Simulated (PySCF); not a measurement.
# RuO: bond curves at several levels of theory

One job finds the state of RuO, follows it along the bond with each method and fits the curves.

Computed with PySCF 2.14.0. Level: Ru def2-TZVPP with ECP28, O def2-TZVPP, scalar-relativistic core potentials.

## Step 1: Input

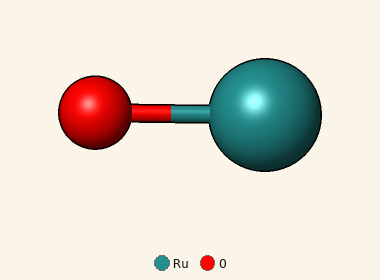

The two atoms at the starting distance (ruthenium teal, oxygen red).

The job is set up so:

- atoms: Ru, O
- charge: 0
- basis: Ru def2-TZVPP with ECP28, O def2-TZVPP
- Hamiltonian: scalar-relativistic core potentials
- basis functions: 87
- electrons treated: 24
- masses in u: 101.9043, 15.9949
- levels: PBE0, PBE, r²SCAN, PW91, r²SCANh, PBEsol, B97-3, ωB97X-V, HF, MP2, SCS-MP2
- grid: 80 radial by 434 angular points
- occupations: held fixed by the projection of orbital angular momentum
- dissociation limit: Ru + O, each in its ground configuration
- starting distance in angstrom: 1.795
- values of 2S to try: 0, 2, 4, 6, 8

Started as:

```bash
OMP_NUM_THREADS=1 python dia.py task.json out
```

After this run come: First curve: PBE0; Other states along the same grid; PBE; r²SCAN; PW91 (GGA); r²SCANh; PBEsol; B97-3; ωB97X-V; ROHF (mean field).

**Question.** What will these runs give? Wanted: for each run, Re; ωe; De; μ.

**Answer**, as computed:

Lowest PBE0 solution found, without spin–orbit coupling: ⁵Δ (quintet), unpaired electrons σ ↑, π ↑↑, δ ↑. State 2 has its PBE0 minimum 0.79 eV higher, as a spin-mixed determinant (⟨S²⟩ = 3.01), so this is no gap between pure states. State 3 has its PBE0 minimum 0.86 eV higher, as a spin-mixed determinant (⟨S²⟩ = 3.01), so this is no gap between pure states. State 4 has its PBE0 minimum 0.92 eV higher. The other levels ran on the lowest alone.

| level | Re (Å) | ωe (cm⁻¹) | De (eV) | μ (D) |
| --- | --- | --- | --- | --- |
| ROHF | 1.669 | 937 | 0.58 | -5.27 |
| ROHF-SCS-MP2 | 1.681 | 1039 | 5.06 | n/a |
| PBE | 1.707 | 895 | 5.86 | -3.21 |
| PBEsol | 1.695 | 922 | 6.33 | -3.14 |
| PW91 | 1.707 | 896 | 5.86 | -3.22 |
| r²SCAN | 1.692 | 936 | 5.43 | -3.32 |
| r²SCANh | 1.686 | 948 | 5.04 | -3.48 |
| PBE0 | 1.687 | 938 | 4.78 | -3.70 |
| B97-3 | 1.696 | 916 | 4.80 | -3.85 |
| ωB97X-V | 1.686 | 941 | 4.89 | -4.05 |

De is counted to Ru + O in their ground configurations. A positive dipole means Ru(−)O(+). No constants: ROHF-MP2 (the points don't follow one smooth fit).

**Reading.** The methods spread over 0.038 Å in bond length, from ROHF to PBE. Among the levels with a De in the table, it runs from 0.58 eV (ROHF) to 6.33 eV (PBEsol).

Correlated steps freeze 1 core orbital. The state is the lowest single determinant that the PBE0 search found; with open d or f shells the true ground state can be another one. Spin–orbit coupling is left out.
